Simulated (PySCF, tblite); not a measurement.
# C5H4BF3: excited states, first hyperpolarisability

What do calculations give for the excited states, first hyperpolarisability of C5H4BF3 (`FC(F)(F)C1=CC=CB1`)?

Computed with tblite 0.8.0 and PySCF 2.14.0 and routines of our own; the level stands in each step. Atoms count from 0.

### Step 1. The system as given

13 atoms, charge 0, multiplicity 1; geometry from: force field or distance geometry start.

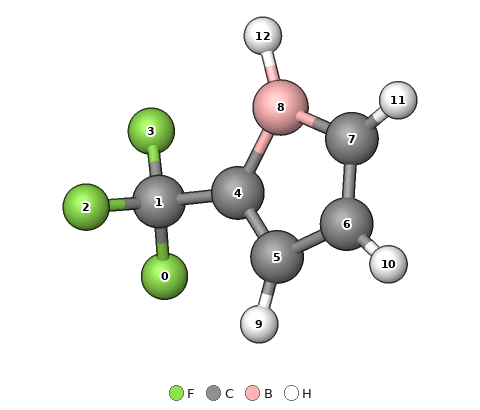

The starting geometry (fluorine green, carbon grey, boron pink, hydrogen white).

### Step 2. Optimising the geometry with GFN2-xTB

Job settings and geometry (Å):

```
{"job": {"kind": "relax", "xc": "GFN2-xTB", "basis": "xTB"}, "charge": 0, "multiplicity": 1}
F      2.418100    -0.980000     1.025700
C      1.961900    -0.007600     0.129700
F      2.465400    -0.298900    -1.118600
F      2.446100     1.227500     0.537200
C      0.467600     0.002000     0.107400
C     -0.315000    -1.073200     0.123500
C     -1.717200    -0.700700    -0.046400
C     -1.851400     0.610300    -0.197200
B     -0.438900     1.234700    -0.136800
H      0.045400    -2.089200     0.236600
H     -2.543900    -1.407800    -0.053500
H     -2.802100     1.113300    -0.354300
H     -0.140500     2.370200    -0.271000
```

Started as:

```console
> OMP_NUM_THREADS=1 python excited_run.py task.json out
```

One launch serves the whole session: the jobs run in the order shown.

What it wrote:

```text
step      E/eV     max force
  0    -764.59766    1.839
  1    -764.73960    1.016
  2    -764.79276    0.509
  3    -764.81004    0.339
  4    -764.81917    0.219
  5    -764.82332    0.227
  6    -764.82746    0.204
  7    -764.83008    0.194
  8    -764.83217    0.116
  9    -764.83349    0.082
 10    -764.83430    0.069
 11    -764.83486    0.066
 12    -764.83532    0.066
 13    -764.83575    0.061
 14    -764.83621    0.069
 15    -764.83678    0.084
 16    -764.83750    0.087
 17    -764.83819    0.075
 18    -764.83868    0.060
 19    -764.83898    0.064
 20    -764.83922    0.053
 21    -764.83947    0.056
 22    -764.83966    0.044
 23    -764.83974    0.017
 24    -764.83977    0.013
 25    -764.83979    0.014
 26    -764.83983    0.021
 27    -764.83986    0.020
 28    -764.83990    0.018
 29    -764.83995    0.029
 30    -764.84004    0.041
 31    -764.84020    0.048
 32    -764.84043    0.046
 33    -764.84066    0.035
 34    -764.84080    0.031
 35    -764.84090    0.032
 36    -764.84100    0.035
 37    -764.84115    0.037
 38    -764.84136    0.036
 39    -764.84163    0.046
 40    -764.84202    0.054
 41    -764.84264    0.076
 42    -764.84361    0.111
 43    -764.84487    0.125
 44    -764.84599    0.199
 45    -764.83789    0.514
 46    -764.84722    0.193
 47    -764.84670    0.074
 48    -764.84867    0.059
 49    -764.84932    0.094
 50    -764.85011    0.146
 51    -764.85114    0.080
 52    -764.85166    0.062
 53    -764.85201    0.054
 54    -764.85244    0.043
 55    -764.85262    0.022
 56    -764.85266    0.067
 57    -764.85278    0.028
 58    -764.85287    0.021
 59    -764.85302    0.020
 60    -764.85312    0.029
 61    -764.85323    0.045
 62    -764.85334    0.039
 63    -764.85354    0.024
 64    -764.85361    0.014
 65    -764.85364    0.017
 66    -764.85365    0.012
 67    -764.85367    0.010
 68    -764.85369    0.007
```

Run time: 0.52 s. Hardware: 1 thread of AMD EPYC 7R43, shared host; peak memory 0.18 GiB.

The steps of the relaxation: (not every step is listed)

```csv
step,energy from step 0 (eV),largest force (eV/Å)
0,0.0000,1.8385
1,-0.1419,1.0158
2,-0.1951,0.5094
3,-0.2124,0.3385
4,-0.2215,0.2191
5,-0.2257,0.2269
6,-0.2298,0.2044
7,-0.2324,0.1942
8,-0.2345,0.1162
13,-0.2381,0.0614
18,-0.2410,0.0600
23,-0.2421,0.0171
28,-0.2422,0.0176
33,-0.2430,0.0352
38,-0.2437,0.0359
43,-0.2472,0.1250
48,-0.2510,0.0585
53,-0.2543,0.0544
58,-0.2552,0.0213
63,-0.2559,0.0238
64,-0.2559,0.0139
65,-0.2560,0.0170
66,-0.2560,0.0120
67,-0.2560,0.0102
68,-0.2560,0.0073
```

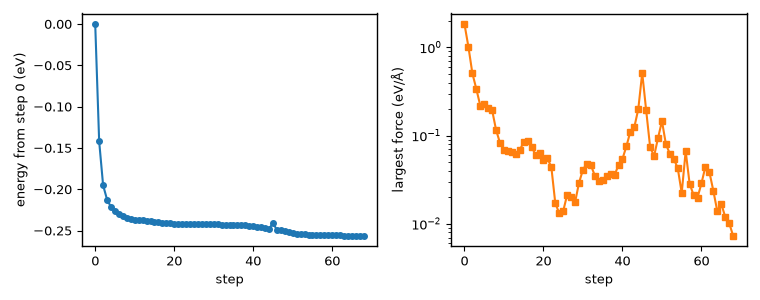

Energy and largest force along the relaxation.

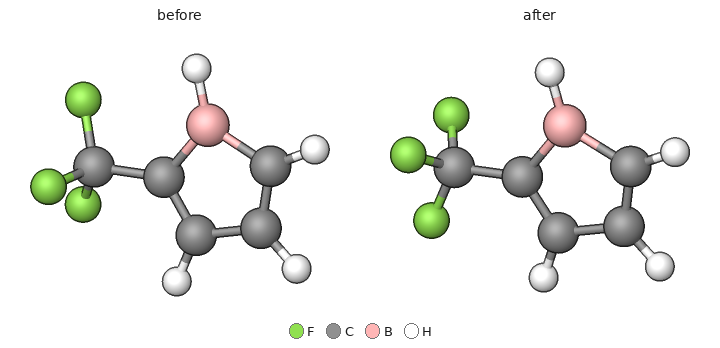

Before and after, at one scale.

Close pairs (by a distance rule), those that changed most:

```csv
bond,before (Å),after (Å),change (Å)
F0–C1,1.399,1.345,-0.053
C1–F3,1.388,1.349,-0.039
C4–B8,1.549,1.584,+0.034
C1–F2,1.377,1.349,-0.028
C7–B8,1.546,1.573,+0.027
C5–C6,1.461,1.483,+0.022
B8–H12,1.182,1.161,-0.020
C6–C7,1.326,1.338,+0.011
```

The final coordinates are the input of the step that follows.

### Step 3. Harmonic vibrations with GFN2-xTB

Job settings and geometry (Å):

```
{"job": {"kind": "ir", "xc": "GFN2-xTB", "basis": "xTB"}, "charge": 0, "multiplicity": 1}
F      2.446034    -1.233641     0.466971
C      1.957807    -0.024784     0.134803
F      2.563163     0.317822    -1.020780
F      2.425947     0.834870     1.062779
C      0.475774     0.013493     0.027981
C     -0.318353    -1.046594     0.230906
C     -1.743957    -0.678146     0.052308
C     -1.879944     0.613802    -0.267313
B     -0.443186     1.249774    -0.339506
H     -0.006331    -2.045744     0.490620
H     -2.528719    -1.405376     0.181280
H     -2.839227     1.073253    -0.435609
H     -0.113397     2.331759    -0.602169
```

What it wrote:

```text
mode    cm-1     km/mol
  1      27.0      0.13
  2     115.7      1.35
  3     137.7      0.14
  4     157.7      1.23
  5     345.4     14.65
  6     357.2      0.82
  7     374.0      8.33
  8     403.7      3.45
  9     517.1      1.46
 10     518.8      0.61
 11     639.8     24.01
 12     665.3     32.14
 13     697.3      0.81
 14     773.2      5.52
 15     790.8    138.79
 16     845.1     11.85
 17     880.2     12.67
 18     907.6      1.37
 19     958.2     25.68
 20    1020.1    330.19
 21    1023.4    110.44
 22    1048.3    218.13
 23    1054.7     33.71
 24    1103.7      7.60
 25    1207.3      9.79
 26    1246.1    222.02
 27    1276.7     31.70
 28    1591.2     21.15
 29    1626.4     18.48
 30    2733.9     79.57
 31    3098.8      7.43
 32    3105.3     25.20
 33    3122.3     32.11
```

Wall time 0.51 s (1 thread of AMD EPYC 7R43, shared host); peak memory 0.18 GiB.

The strongest bands and the atoms that carry them (share of the mass-weighted mode):

```csv
cm⁻¹,km/mol,atoms
665,32.1,"C4 23 %, H12 22 %, B8 21 %, H11 15 %"
791,138.8,"H11 28 %, H10 22 %, B8 13 %, H12 11 %"
1020,330.2,"C1 74 %, F3 12 %, F2 11 %"
1023,110.4,"C6 17 %, C5 17 %, C1 16 %, B8 10 %"
1048,218.1,"C1 62 %, F0 14 %"
1055,33.7,"B8 26 %, C1 17 %, H12 14 %, C7 12 %"
1246,222.0,"C1 43 %, C4 39 %"
2734,79.6,H12 91 %
```

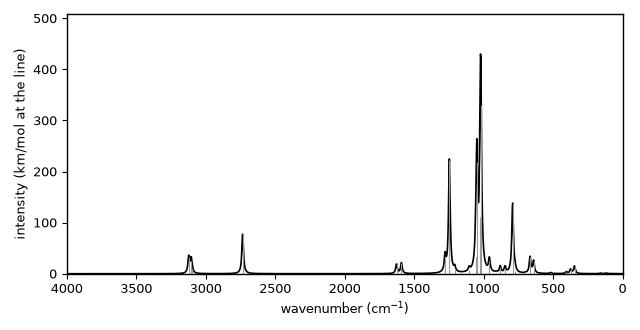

The infrared spectrum from these modes, unscaled. Lines are broadened to a width of 14 cm⁻¹ (Lorentzian).

### Step 4. Excited states: TDA B3LYP/def2-SVPD

The job, as its differences from that of step 3:

```diff
@@ -1,2 +1,2 @@
-{"job": {"kind": "ir", "xc": "GFN2-xTB", "basis": "xTB"}, "charge": 0, "multiplicity": 1}
+{"job": {"kind": "states", "xc": "B3LYP", "basis": "def2-SVPD", "tda": true, "soc": true, "nstates": 8, "ntriplets": 4, "nquad": 4}, "charge": 0, "multiplicity": 1}
 F      2.446034    -1.233641     0.466971
```

Level: TDA B3LYP/def2-SVPD excited states, vertical, gas phase, spin-orbit mean-field couplings.

What it wrote:

```text
coarse grid: 12256 points
cycle   1  E = -516.6791034329  dE =  1.404e+00  |g| = 9.002e-01  |ddm| = 7.944e+00
cycle   2  E = -516.5013075029  dE =  1.778e-01  |g| = 1.383e+00  |ddm| = 3.126e+00
cycle   3  E = -516.8281025198  dE = -3.268e-01  |g| = 1.067e-01  |ddm| = 1.830e+00
cycle   4  E = -516.8299236767  dE = -1.821e-03  |g| = 6.496e-02  |ddm| = 3.123e-01
cycle   5  E = -516.8309656827  dE = -1.042e-03  |g| = 1.730e-02  |ddm| = 1.285e-01
cycle   6  E = -516.8310343127  dE = -6.863e-05  |g| = 4.148e-03  |ddm| = 3.272e-02
cycle   7  E = -516.8310378027  dE = -3.490e-06  |g| = 1.606e-03  |ddm| = 1.002e-02
final grid: 123552 points
cycle   8  E = -516.9102545422  dE = -4.579e-05  |g| = 7.308e-03  |ddm| = 1.591e-01
cycle   9  E = -516.9102374950  dE =  1.705e-05  |g| = 1.174e-02  |ddm| = 2.928e-02
cycle  10  E = -516.9102650335  dE = -2.754e-05  |g| = 1.608e-03  |ddm| = 1.773e-02
cycle  11  E = -516.9102657205  dE = -6.870e-07  |g| = 3.114e-04  |ddm| = 3.645e-03
cycle  12  E = -516.9102657408  dE = -2.025e-08  |g| = 1.416e-04  |ddm| = 8.522e-04
cycle  13  E = -516.9102657451  dE = -4.313e-09  |g| = 3.216e-05  |ddm| = 2.851e-04
cycle  14  E = -516.9102657453  dE = -2.138e-10  |g| = 1.722e-05  |ddm| = 8.328e-05
converged SCF energy = -516.9102657453

Singlet excitations
state   eV       nm        f     d(h-e)  d(exc)  Lambda  PR(NTO)  |dmu|/D   mu/D   main configurations
  1   2.5037   495.2   0.01020   0.526   2.545   0.698   1.027    1.550    4.451   H->L 0.97
  2   4.3687   283.8   0.00001   0.225   2.477   0.542   1.005    0.327    3.804   H-1->L 0.99
  3   4.6956   264.0   0.00078   0.593   2.554   0.563   1.007    1.479    2.611   H-2->L 0.99
  4   5.6314   220.2   0.00007   0.532   2.813   0.485   1.007    1.773    2.138   H-4->L 0.95
  5   5.9040   210.0   0.04340   0.313   2.814   0.780   1.727                     H-3->L 0.70, H->L+2 0.16, H->L+3 0.12
  6   6.2300   199.0   0.00010   0.584   2.854   0.451   1.008                     H-6->L 0.96
  7   6.5783   188.5   0.00034   3.106   3.849   0.079   1.001                     H-5->L 1.00
  8   6.6042   187.7   0.00313   0.648   3.845   0.342   1.003                     H->L+1 0.97

Triplet excitations (Tamm-Dancoff)
state   eV     d(h-e)  d(exc)  Lambda  PR(NTO)   main configurations
  1   1.3780   0.242   2.385   0.700   1.022   H->L 0.98
  2   3.8881   0.279   2.393   0.541   1.010   H-1->L 0.98
  3   4.1813   0.290   2.120   0.788   1.391   H-3->L 0.79, H->L+2 0.08
  4   4.2140   0.506   2.455   0.567   1.023   H-2->L 0.95
S1 - T1 = 1.1257 eV

Spin-orbit couplings |<S|Hso|T>| (cm-1)
             T1       T2       T3       T4
S0        0.373    1.312    0.827    4.709
S1        0.236    4.332    0.267    1.076
S2        4.050    0.062    2.836    2.377
S3        0.972    2.284    0.911    0.145
S4        3.179    3.670    1.994    0.787
S5        1.770    2.027    0.706    1.058
S6        0.917    5.191    1.737    7.105
S7       13.792   11.358   12.423    5.885
S8        2.503    0.145    0.722    0.101
T1 sublevels (cm-1): 0.000 0.004 0.005   radiative rates (1/s): 0.000144 9.8e-06 6.08e-05
```

Run time: 46 s. Hardware: 1 thread of AMD EPYC 7R43, shared host; peak memory 0.87 GiB.

From this job:

```csv
quantity,value
S1 less T1,1.13 eV
```

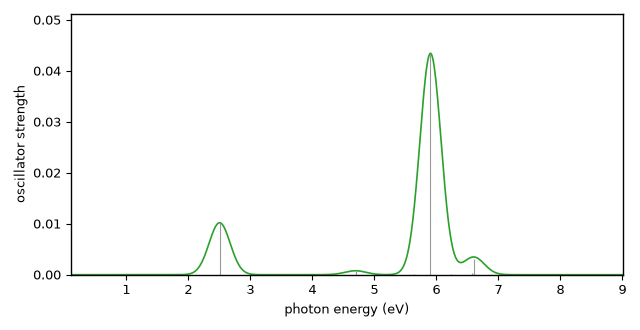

Absorption lines of the singlets. Lines are broadened to a width of 0.40 eV (Gaussian).

The fields below are evaluated on a grid from the run's orbitals.

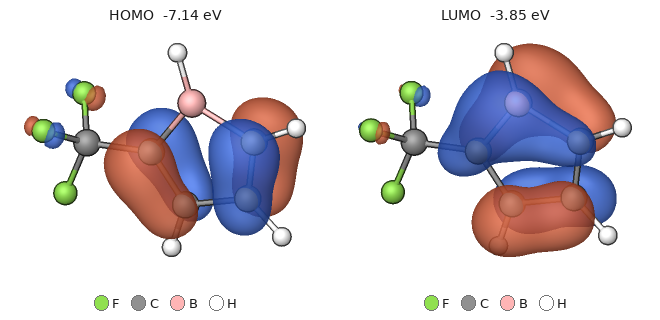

B3LYP/def2-SVPD orbitals near the gap, drawn at the value that encloses 70 % of each; the two colours are the two signs.

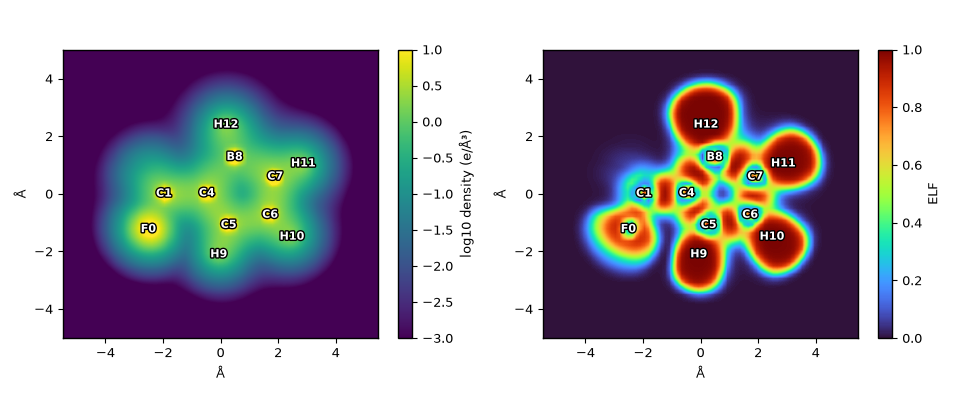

Density (left) and ELF (right) in a plane through or near 11 of the atoms.

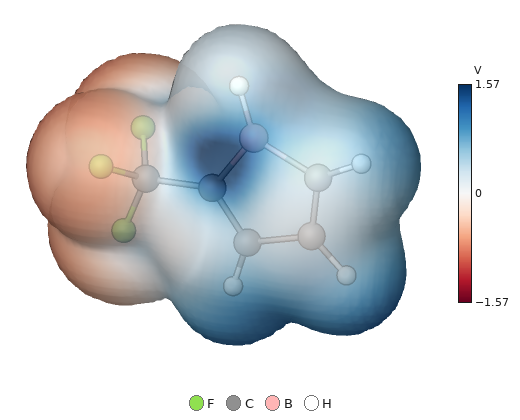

The potential that a unit positive charge feels on the 0.002 e/bohr³ surface, from the 1st to the 99th percentile, from -0.77 V near F3 to 1.57 V near B8.

### Step 5. First hyperpolarisability: quadratic response wB97X-D/def2-SVPD

The job, as its differences from that of step 4:

```diff
@@ -1,2 +1,2 @@
-{"job": {"kind": "states", "xc": "B3LYP", "basis": "def2-SVPD", "tda": true, "soc": true, "nstates": 8, "ntriplets": 4, "nquad": 4}, "charge": 0, "multiplicity": 1}
+{"job": {"kind": "beta", "xc": "wB97X-D", "basis": "def2-SVPD", "wavelengths": [1064]}, "charge": 0, "multiplicity": 1}
 F      2.446034    -1.233641     0.466971
```

Level: quadratic response wB97X-D/def2-SVPD first hyperpolarisability, Taylor convention, gas phase.

What it wrote:

```text
coarse grid: 12256 points
cycle   1  E = -516.5134004352  dE =  1.725e+00  |g| = 9.133e-01  |ddm| = 6.506e+00
cycle   2  E = -516.5110578837  dE =  2.343e-03  |g| = 1.016e+00  |ddm| = 2.459e+00
cycle   3  E = -516.6755210430  dE = -1.645e-01  |g| = 6.539e-02  |ddm| = 1.232e+00
cycle   4  E = -516.6763210977  dE = -8.001e-04  |g| = 3.093e-02  |ddm| = 1.988e-01
cycle   5  E = -516.6765424560  dE = -2.214e-04  |g| = 8.085e-03  |ddm| = 8.392e-02
cycle   6  E = -516.6765581891  dE = -1.573e-05  |g| = 2.624e-03  |ddm| = 2.554e-02
cycle   7  E = -516.6765602910  dE = -2.102e-06  |g| = 8.582e-04  |ddm| = 7.622e-03
final grid: 123552 points
cycle   8  E = -516.7473902667  dE = -1.451e-04  |g| = 8.093e-03  |ddm| = 2.437e-01
cycle   9  E = -516.7473930826  dE = -2.816e-06  |g| = 8.358e-03  |ddm| = 3.199e-02
cycle  10  E = -516.7474035379  dE = -1.046e-05  |g| = 6.819e-04  |ddm| = 7.424e-03
cycle  11  E = -516.7474036915  dE = -1.537e-07  |g| = 4.635e-04  |ddm| = 3.132e-03
cycle  12  E = -516.7474037553  dE = -6.378e-08  |g| = 9.608e-05  |ddm| = 1.198e-03
cycle  13  E = -516.7474037654  dE = -1.011e-08  |g| = 7.570e-05  |ddm| = 5.086e-04
cycle  14  E = -516.7474037710  dE = -5.546e-09  |g| = 2.819e-05  |ddm| = 3.253e-04
cycle  15  E = -516.7474037724  dE = -1.442e-09  |g| = 1.383e-05  |ddm| = 1.958e-04
cycle  16  E = -516.7474037727  dE = -2.709e-10  |g| = 5.862e-06  |ddm| = 7.598e-05
converged SCF energy = -516.7474037727

Lowest singlets (eV, f): 2.5370 0.0082  4.5798 0.0000  4.9398 0.0012

First hyperpolarisability (au)
process     nm      |vector|   parallel      HRS      DR
static         -       90.36     -39.64      37.19   5.103
eope      1064.0       90.40     -40.65          -       -
```

Wall time 46 s (1 thread of AMD EPYC 7R43, shared host); peak memory 0.89 GiB.

Warnings kept with the result: second harmonic within 0.3 eV of the first excitation or beyond it: left out.

### Step 6. Outcome

```
                                               quantity                  value
              strongest single infrared mode (GFN2-xTB)  1020 cm⁻¹, 330 km/mol
                           zero-point energy (GFN2-xTB)          49.1 kcal/mol
               S1 less T1 (step 4, TDA B3LYP/def2-SVPD)                1.13 eV
                  surface potential, 1st and 99th percentile     -0.77 V and 1.57 V
β vector (step 5, quadratic response wB97X-D/def2-SVPD)           static 90 au
```

In words: No mode is imaginary among the 33: a minimum at this level. Unscaled tight-binding wavenumbers are off by several per cent, some by more. Its intensities can rank the bands wrongly. In step 4, the number of triplets below S1 is 1, and the largest singlet-triplet spin-orbit coupling is S7–T1, 13.79 cm⁻¹. By nearest atom (B3LYP/def2-SVPD), the HOMO sits on C4, C7 about 27 % each; C6 17 % and the LUMO on B8 32 %; C5, C6 about 15 % each.
